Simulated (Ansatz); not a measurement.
Take TiAl (space group P4/mmm, No. 123; a = 2.813 Å, c = 4.058 Å) as the base.

Structures relaxed with DFT with r2SCAN, PAW potentials and a 500 eV plane-wave cutoff in Ansatz (a quantum-chemistry and plane-wave program), no SOC.

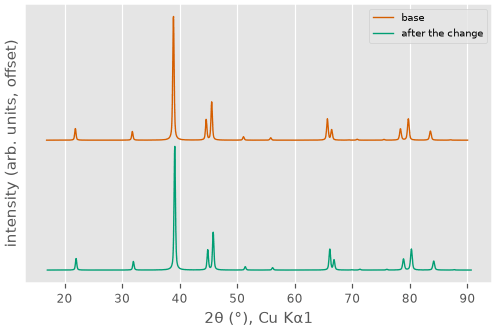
*Simulated powder patterns before (top) and after one change*

Problem. Which change produced these results?
A. pressure −1 GPa
B. pressure 9 GPa
C. pressure 2.1 GPa
D. pressure 15 GPa

Solution. C, pressure 2.1 GPa. Its volume per atom is 15.79 Å³ against 16.06 Å³, and its space group is P4/mmm (No. 123).

Load acts through the strain it causes; cell and atoms are relaxed under it. Stability against distortions was not tested. No other phases were tried under pressure. All final runs are without spin polarisation.
